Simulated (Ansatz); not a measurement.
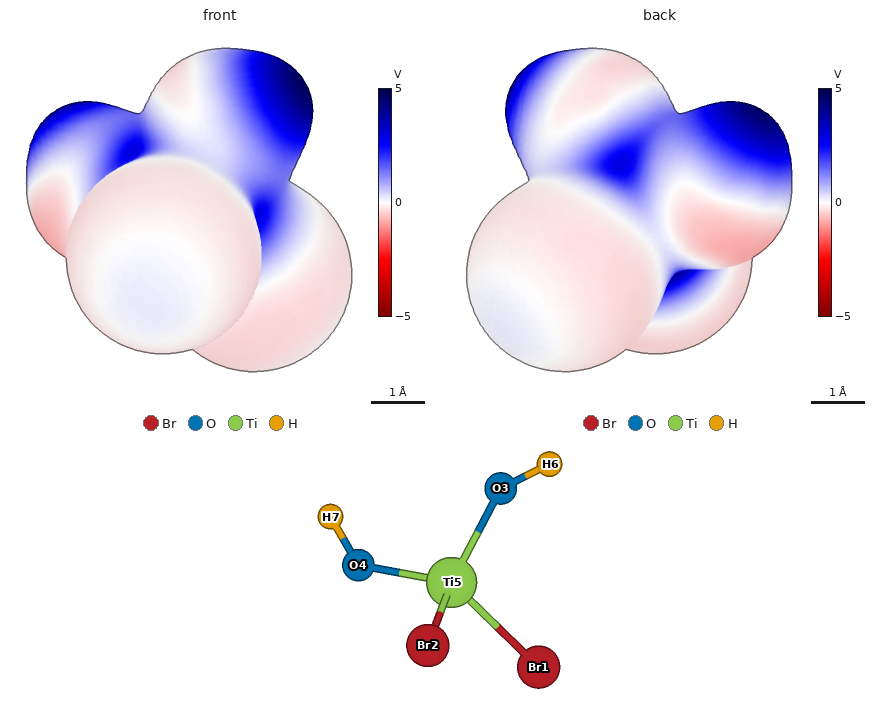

Br$_{2}$H$_{2}$O$_{2}$Ti. The electrostatic potential painted on the density surface at 0.004 e/bohr³, seen from the front and from behind; red is negative and blue positive. The bare structure is drawn below in the same view.

Geometry: PBE0-D4/def2-SVP.

The calculation used Ansatz 0.2.0, isolated molecule in a Gaussian basis; Kohn-Sham density functional theory, functional PBE0.

```yaml
atoms:
  - { symbol: Br, position_ang: [-1.1310, -0.7101, -2.1817] }
  - { symbol: Br, position_ang: [0.5989, 2.3781, -0.6916] }
  - { symbol: O, position_ang: [-0.9703, 0.0148, 1.0793] }
  - { symbol: O, position_ang: [1.4994, -0.8244, -0.0496] }
  - { symbol: Ti, position_ang: [0.0526, 0.1182, -0.3230] }
  - { symbol: H, position_ang: [-1.8113, 0.3152, 1.4379] }
  - { symbol: H, position_ang: [1.8230, -1.3599, 0.6830] }
```

### Which sites attract a positive test charge, and which a negative one?

A positive charge is drawn to the negative regions and a negative charge to the positive ones. The most negative region (about −0.8 V) lies over O4, the most positive (about +4.4 V) over H6 and H7. Br1 shows a σ-hole: about +0.2 V at the tip opposite its bond, against about −0.3 V on its flanks. Br2 shows a σ-hole: about +0.2 V at the tip opposite its bond, against about −0.3 V on its flanks.

### What dipole moment does the calculation give?

Its dipole moment is 3.38 D.
